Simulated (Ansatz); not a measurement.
# C2H3BFNO (SMILES FCN=C1BO1): CCSD/6-31G (nuclear model gaussian)

Aim: the vertical ionisation energy of C2H3BFNO at CCSD/6-31G (nuclear model gaussian), from 2 runs. 

The results are computed with Ansatz 0.2.0.

## 1. Starting point

C2H3BFNO has 9 atoms, charge 0, and is taken as a singlet. SMILES: `FCN=C1BO1`. The coordinates come from a PBE0-D4/def2-TZVP relaxation.

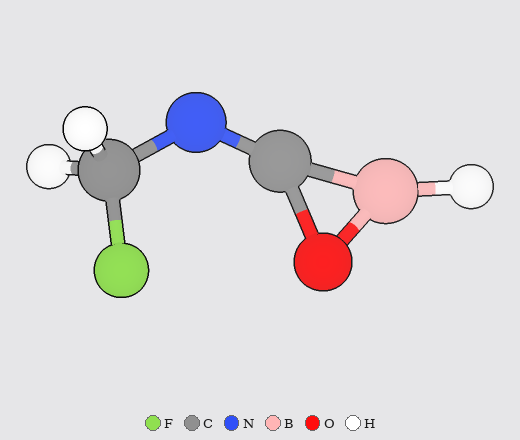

The structure, seen from a chosen angle (fluorine green, carbon grey, nitrogen blue, boron pink, oxygen red, hydrogen white).

## 2. A single-point energy at CCSD/6-31G (nuclear model gaussian)

job.yaml

```yaml
crystal:
  periodic: [false, false, false]
  atoms:
    - symbol: F
      position_ang: [-1.102800, -1.536400, 0.320600]
    - symbol: C
      position_ang: [-0.238200, -0.969900, 1.230600]
    - symbol: N
      position_ang: [0.477900, 0.155300, 0.761300]
    - symbol: C
      position_ang: [0.400200, 0.663100, -0.359900]
    - symbol: B
      position_ang: [0.473400, 1.428900, -1.618300]
    - symbol: O
      position_ang: [-0.371300, 0.372100, -1.569400]
    - symbol: H
      position_ang: [-0.825100, -0.665900, 2.103100]
    - symbol: H
      position_ang: [0.482600, -1.738000, 1.528000]
    - symbol: H
      position_ang: [0.791900, 2.244500, -2.413000]
basis:
  gaussian:
    orbitals: 6-31G
    nuclear_model: gaussian
correlation:
  method: ccsd
  frozen_orbitals: {B: 1, C: 1, F: 1, H: 0, "N": 1, O: 1}
  diis_vectors: 12
```

Run with:

```console
ansatz run job.yaml --threads 1 --pin off --max-ram 2610MiB --events-out events.jsonl --progress --plain --runs-dir runs
```

Output:

```text
Warning: RAYON_NUM_THREADS=1 ignored (pool sized by the plan → 1); use --threads N
Functional definition: HF
  name "HF"
  exchange = exact_x
  correlation = 0
758 factors; integrals over basis functions are off by at most 2.0e-4 eV
mean field evaluation 1: about -8995.2714 eV, gradient 3.8e1 eV
mean field evaluation 2: about -8995.2866 eV, gradient 3.8e1 eV
mean field evaluation 4: about -8998.8155 eV, gradient 4.6e0 eV
mean field evaluation 8: about -8998.8889 eV, gradient 2.4e-1 eV
mean field evaluation 16: about -8997.7086 eV, gradient 2.5e1 eV
mean field -8998.88952957 eV, -330.7030905453 hartree, gradient 1.7e-6 eV, S^2 0.000000; 0 other end points of the search recorded, 0 dependent functions left out
6 core orbitals not correlated: weight in the atoms' cores, before any rotation towards them, 1.000 or more for the frozen orbitals, at most 0.000 for the correlated occupied ones
reference -8998.88952957 eV, -330.7030905453 hartree; 16, 16 occupied and 38, 38 virtual orbitals, 758 factors
second order -15.99913282 eV of doubles, -0.00000000 eV of singles
cycle   1  -15.70837103 eV  change    2.9e-1 eV  update   1.4e-1
cycle   2  -16.32457812 eV  change   -6.2e-1 eV  update   4.5e-2
cycle   3  -16.52433046 eV  change   -2.0e-1 eV  update   2.4e-2
cycle   4  -16.52696066 eV  change   -2.6e-3 eV  update   5.9e-3
cycle   5  -16.52474854 eV  change    2.2e-3 eV  update   2.5e-3
cycle   6  -16.52528476 eV  change   -5.4e-4 eV  update   8.5e-4
cycle   7  -16.52435130 eV  change    9.3e-4 eV  update   3.3e-4
cycle   8  -16.52420907 eV  change    1.4e-4 eV  update   1.2e-4
cycle   9  -16.52428544 eV  change   -7.6e-5 eV  update   4.6e-5
cycle  10  -16.52429082 eV  change   -5.4e-6 eV  update   1.8e-5
Total energy: -9015.41382039 eV, -331.3103470322 hartree
```

Wall time 2.3 s (1 thread of Arm Neoverse V2, shared host); peak memory 0.16 GiB.

## 3. The doublet cation, same level

Changes to job.yaml since step 2:

```diff
@@ -25,2 +25,6 @@
     nuclear_model: gaussian
+total_charge: 1
+magnetization:
+  spin_polarized: false
+  initial_magnetization: 1
 correlation:
```

Run with:

```console
ansatz run job.yaml --threads 1 --pin off --max-ram 2610MiB --events-out events.jsonl --progress --plain --runs-dir runs
```

Output, shortened:

```text
Warning: RAYON_NUM_THREADS=1 ignored (pool sized by the plan → 1); use --threads N
[... 2 set-up lines as earlier in the session ...]
[...]
758 factors; integrals over basis functions are off by at most 2.0e-4 eV
[...]
mean field -8989.34321065 eV, -330.3522697955 hartree, gradient 2.8e-6 eV, S^2 0.750000; 8 other end points of the search recorded, 0 dependent functions left out
[...]
determinant -8989.34321065 eV, -330.3522697955 hartree, with singles and doubles -9005.78863012 eV, -330.9566278143 hartree
determinant -8988.46622697 eV, -330.3200412400 hartree, with singles and doubles -9004.61243808 eV, -330.9134035539 hartree
6 core orbitals not correlated: weight in the atoms' cores, before any rotation towards them, 1.000 or more for the frozen orbitals, at most 0.000 for the correlated occupied ones
reference -8989.34321065 eV, -330.3522697955 hartree; 16, 15 occupied and 38, 39 virtual orbitals, 758 factors
second order -15.44176559 eV of doubles, -0.08007190 eV of singles
cycle   1  -16.44910588 eV  change   -3.7e-3 eV  update   8.4e-3
[...]
cycle  11  -16.47216789 eV  change   -2.5e-5 eV  update   9.5e-6
WARN: the results are in doubt because among natural orbitals full CI differs from the method by -0.080 eV
Total energy: -9005.81537853 eV, -330.9576108002 hartree
In doubt: among natural orbitals full CI differs from the method by -0.080 eV
```

It took 20 s on 1 thread of Arm Neoverse V2, shared host; peak memory 0.3 GiB.

## 4. What came out

At CCSD/6-31G (nuclear model gaussian), 6 core orbitals frozen:

| quantity | value |
| --- | --- |
| singlet C2H3BFNO: total energy | -331.31035 Eh |
| singlet C2H3BFNO: correlation energy (6 core orbitals frozen) | -607.3 mEh |
| singlet C2H3BFNO: T1 diagnostic | 0.017 |
| doublet cation: total energy | -330.95761 Eh |
| doublet cation: correlation energy (6 core orbitals frozen) | -605.3 mEh |
| doublet cation: ⟨S²⟩ | 0.750 |
| doublet cation: T1 diagnostic | 0.046 |
| vertical ionisation energy (to the doublet cation) | 9.598 eV |

What this shows: Removing an electron at fixed nuclei costs 9.60 eV (221 kcal/mol). The T1 diagnostic (doublet cation) of 0.046 is above the customary mark of 0.045, so a single reference may not serve.
